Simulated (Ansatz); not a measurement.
**Fields on a plane of Co (hcp, Mg type)**

```xyz
2
Lattice="2.4939 0.0000 0.0000 -1.2470 2.1598 0.0000 0.0000 0.0000 4.0318" Properties=species:S:1:pos:R:3 pbc="T T T"
Co     0.0000     1.4399     3.0239
Co     1.2470     0.7199     1.0080
```

The slice is a (0001) plane (indices of the conventional cell) through the point (0.333, 0.667, 0.750) (fractional), spanned by u = [110] and v = [1 -1 0] in vectors of this cell: u (2.49 Å) and v (4.32 Å, at 90° to u). It covers one period; positions are fractions (u, v).

Atoms on it: Co at (0.00, 0.00); Co at (0.50, 0.50).

Calculation: PBE (plane waves to 420 eV, PAW, scalar-relativistic; Ansatz, a quantum-chemistry and plane-wave program). k mesh 21×21×12. These are valence fields of a PAW run, semicore shells included where kept as valence: close to a nucleus they are smooth pseudo fields. Co was relaxed with its symmetry unable to fall. Relaxed Co ends ferromagnetic. Other magnetic orders were not checked, so this need not be the ground state.

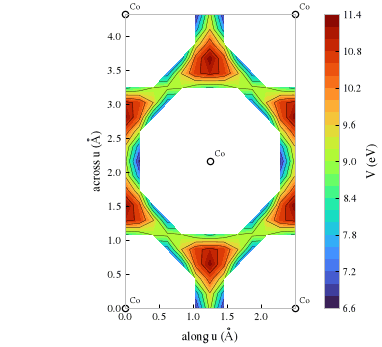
Electrostatic potential energy of an electron, from the cell's mean, in eV, one period of the plane, atoms marked. Points within 1 Å of a nucleus are left white, as the pseudised field means little there. The zero, the cell's mean, hangs on the PAW cores.

```
|@@%%**==..      ..==**%%|
|****==::..      ..::==**|
|==--::..          ..::--|
|......              ....|
|                        |
|        ..........      |
|      ..::--==--::..    |
|    ..::==******==::..  |
|    ..==**%%@@%%**==..  |
|    ::==##@@@@@@##==::  |
|    ..==**%%@@%%**==..  |
|    ..::==******==::..  |
|      ..::--==--::..    |
|        ..........      |
|                        |
|......              ....|
|==--::..          ..::--|
|****==::..      ..::==**|
|@@%%**==..      ..==**%%|
|@@@@##==::      ::==##@@|
```
Scale: ten equal steps from -0.56 (start of ' ') to 1.76 (end of '@'), in the order ' .:-=+*#%@'. Values: log₁₀ of the valence density in e/Å³. The map has 12 points along u (two characters each, u = 0 at the left) and 20 along v (v = 0 in the bottom row). The scale is logarithmic, as a density can span decades between atoms and voids.

- Density on the Co–Co line (2.49 Å) at its midpoint: 0.33 e/Å³
- ELF at that point: 0.27
